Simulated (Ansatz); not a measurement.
## Single-point calculation of CH₄ClFGeO

System: CH₄ClFGeO, SMILES C[O][GeH]([F])[Cl].
Method: RKS M06-2X/def2-SVPD (Ansatz 0.2.0).

The geometry comes from this level: PBE0-D4/def2-TZVP.

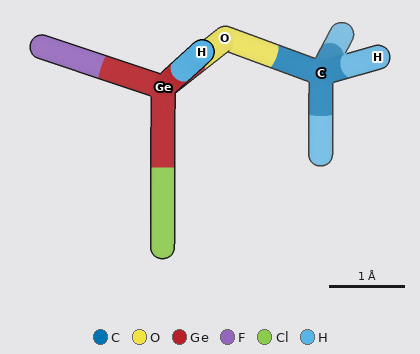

**Figure 1.** The structure as given in the input (stick view, seen at a tilt). Sticks mark near contacts.

### Input file
```yaml
crystal:
  periodic: [false, false, false]
  atoms:
    - {symbol: C, position_ang: [0.195947, 1.086507, 0.908809]}
    - {symbol: O, position_ang: [-0.331221, -0.219485, 0.770310]}
    - {symbol: Ge, position_ang: [-0.133761, -1.125836, -0.708046]}
    - {symbol: F, position_ang: [-1.270196, -2.404053, -0.565318]}
    - {symbol: Cl, position_ang: [-0.705156, 0.071165, -2.378199]}
    - {symbol: H, position_ang: [1.291067, 1.092688, 0.862348]}
    - {symbol: H, position_ang: [-0.194387, 1.764593, 0.143372]}
    - {symbol: H, position_ang: [-0.108828, 1.454493, 1.889325]}
    - {symbol: H, position_ang: [1.256534, -1.720071, -0.922601]}
basis:
  gaussian: {orbitals: def2-SVPD, nuclear_model: gaussian}
hamiltonian: {xc: {name: M06-2X}}
accuracy: high
output: {forces: true}
```

Hardware: 4 threads of Arm Neoverse V1, 23 GiB of memory available, shared host.

Launch command:
```bash
ansatz run in.yaml --threads 4 --pin off --events-out ev --progress --plain --max-ram 10444MiB
```

### What the program printed
```
Error: YAML parse error: error: line 15 column 19: hamiltonian.xc: no functional is named "M06-2X"; the names, which are not case-sensitive, are SVWN5, SPW92, PBE, PBE0, PBEsol, revPBE, revPBE0, RPBE, rPW86-PBE, HSE06, wPBEh, LC-wPBE, HISS, HF, BLYP, B3LYP, B3LYP5, BHLYP, CAM-B3LYP, r2SCAN, r2SCANh, r2SCAN0, r2SCAN50, m-r2SCAN, B97, wB97, wB97X, wB97X-V, B97M-V, wB97M-V, B2PLYP, B2GP-PLYP, PBE0-DH, PBE-QIDH
  --> <input>:15:19
   |
13 | basis:
14 |   gaussian: {orbitals: def2-SVPD, nuclear_model: gaussian}
15 | hamiltonian: {xc: {name: M06-2X}}
   |                   ^ hamiltonian.xc: no functional is named "M06-2X"; the names, which are not case-sensitive, are SVWN5, SPW92, PBE, PBE0, PBEsol, revPBE, revPBE0, RPBE, rPW86-PBE, HSE06, wPBEh, LC-wPBE, HISS, HF, BLYP, B3LYP, B3LYP5, BHLYP, CAM-B3LYP, r2SCAN, r2SCANh, r2SCAN0, r2SCAN50, m-r2SCAN, B97, wB97, wB97X, wB97X-V, B97M-V, wB97M-V, B2PLYP, B2GP-PLYP, PBE0-DH, PBE-QIDH
16 | accuracy: high
17 | output: {forces: true}
   |
```

### Outcome

| quantity | value |
| --- | --- |
| outcome | refused by the program |

### Diagnosis

This input holds a deliberate fault: method. The program refused the input: “YAML parse error: error: line 15 column 19: hamiltonian.xc: no functional is named "M06-2X" …”
